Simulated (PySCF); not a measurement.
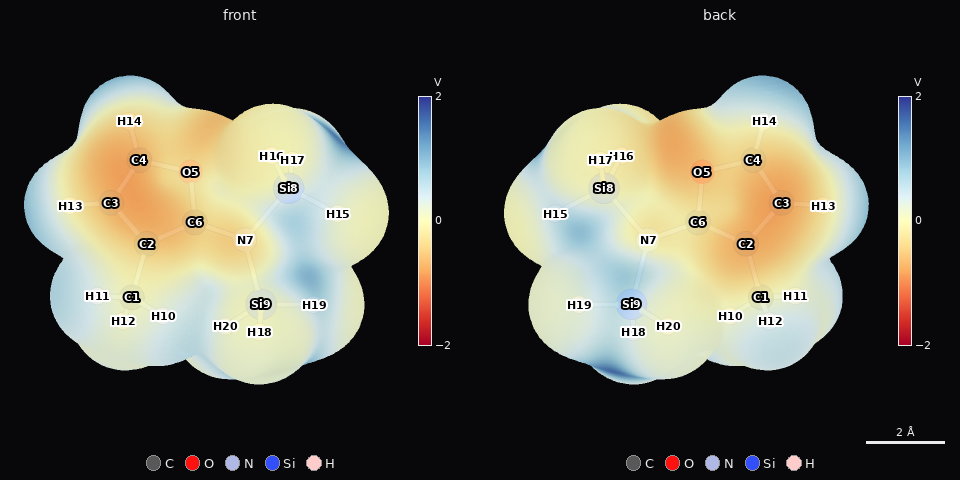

Figure 1: C₅H₁₁NOSi₂ (SMILES Cc1ccoc1N([SiH3])[SiH3]). The molecular electrostatic potential painted on the density surface at 0.002 e/bohr³, seen from the front and from behind; the colour scale runs from red (negative) to blue (positive).

Geometry: GFN2-xTB.

These are results of PBE0/pcSseg-1, SCF density, gas phase, non-relativistic in PySCF, not measurements.

Input file:

```
{"job": {"kind": "nmr", "xc": "PBE0", "basis": "pcSseg-1"}, "charge": 0, "multiplicity": 1}
C      1.666493    -1.659423    -0.158231
C      1.353716    -0.216358     0.053611
C      2.327772     0.802572     0.267008
C      1.661528     1.976514     0.374179
O      0.328262     1.760808     0.248845
C      0.147835     0.433727     0.058238
N     -1.162077     0.058229    -0.113220
Si    -2.182619     1.434376    -0.502771
Si    -1.728764    -1.542893     0.270677
H      0.881831    -2.147406    -0.730288
H      2.605465    -1.751876    -0.701429
H      1.775247    -2.183257     0.792253
H      3.387701     0.656916     0.323457
H      1.982060     2.986965     0.526310
H     -3.462489     0.831443    -0.865930
H     -1.585728     2.124356    -1.642798
H     -2.326582     2.302606     0.664078
H     -1.631879    -2.396795    -0.919625
H     -3.122998    -1.400992     0.680624
H     -0.919921    -2.058834     1.371975
```

Run with:

```sh
OMP_NUM_THREADS=1 python probes_run.py task.json out
```

### Which sites attract a positive test charge, and which a negative one?

A positive charge is drawn to the negative regions and a negative charge to the positive ones. The most negative region (about −0.8 V) lies over C2, C3, C4 and O5, the most positive (about +1.5 V) over Si8 and Si9.

### What dipole moment does the calculation give?

Its dipole moment is 0.64 D.
